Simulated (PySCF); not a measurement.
Breaking a bond: Be₂, singlet.

UMP2 = MP2 on UHF/cc-pVDZ (PySCF); RKS-M06-2X = restricted M06-2X/cc-pVDZ run with PySCF; RKS-PBE = restricted PBE/cc-pVDZ in PySCF.

Energies are in kcal/mol, each relative to the lowest point of its own curve near equilibrium.

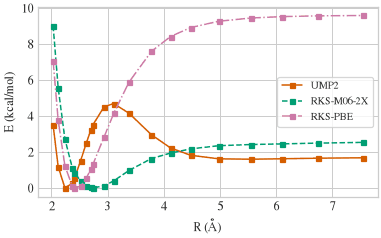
Figure. Energy against bond length for each method.

```json
[
 {"R / Å": "2.03", "UMP2": "3.5", "RKS-M06-2X": "9.0", "RKS-PBE": "7.1"},
 {"R / Å": "2.12", "UMP2": "1.2", "RKS-M06-2X": "5.6", "RKS-PBE": "3.8"},
 {"R / Å": "2.24", "UMP2": "0.0", "RKS-M06-2X": "2.7", "RKS-PBE": "1.2"},
 {"R / Å": "2.37", "UMP2": "0.3", "RKS-M06-2X": "1.1", "RKS-PBE": "0.1"},
 {"R / Å": "2.41", "UMP2": "0.5", "RKS-M06-2X": "0.9", "RKS-PBE": "0.0"},
 {"R / Å": "2.52", "UMP2": "1.5", "RKS-M06-2X": "0.4", "RKS-PBE": "0.1"},
 {"R / Å": "2.62", "UMP2": "2.5", "RKS-M06-2X": "0.1", "RKS-PBE": "0.5"},
 {"R / Å": "2.70", "UMP2": "3.2", "RKS-M06-2X": "0.0", "RKS-PBE": "1.0"},
 {"R / Å": "2.74", "UMP2": "3.5", "RKS-M06-2X": "0.0", "RKS-PBE": "1.3"},
 {"R / Å": "2.94", "UMP2": "4.5", "RKS-M06-2X": "0.1", "RKS-PBE": "2.9"},
 {"R / Å": "3.11", "UMP2": "4.7", "RKS-M06-2X": "0.4", "RKS-PBE": "4.1"},
 {"R / Å": "3.38", "UMP2": "4.2", "RKS-M06-2X": "1.0", "RKS-PBE": "5.9"},
 {"R / Å": "3.78", "UMP2": "3.0", "RKS-M06-2X": "1.6", "RKS-PBE": "7.6"},
 {"R / Å": "4.12", "UMP2": "2.2", "RKS-M06-2X": "1.9", "RKS-PBE": "8.4"},
 {"R / Å": "4.48", "UMP2": "1.8", "RKS-M06-2X": "2.2", "RKS-PBE": "8.9"},
 {"R / Å": "4.98", "UMP2": "1.6", "RKS-M06-2X": "2.3", "RKS-PBE": "9.3"},
 {"R / Å": "5.55", "UMP2": "1.6", "RKS-M06-2X": "2.4", "RKS-PBE": "9.4"},
 {"R / Å": "6.11", "UMP2": "1.6", "RKS-M06-2X": "2.4", "RKS-PBE": "9.5"},
 {"R / Å": "6.75", "UMP2": "1.7", "RKS-M06-2X": "2.5", "RKS-PBE": "9.6"},
 {"R / Å": "7.54", "UMP2": "1.7", "RKS-M06-2X": "2.5", "RKS-PBE": "9.6"}
]
```

At the longest distance, 7.54 Å, RKS-PBE lies highest above its minimum (9.6 kcal/mol) and UMP2 lowest (1.7 kcal/mol).

The UMP2 curve passes through a maximum at 3.11 Å and then falls by 3.0 kcal/mol up to the last usable point, a hump where its reference is spin-contaminated.

The unrestricted determinant behind UMP2 is spin-contaminated at 2.03 to 7.54 Å (<S²> up to 0.9, against 0.00 for a pure singlet).
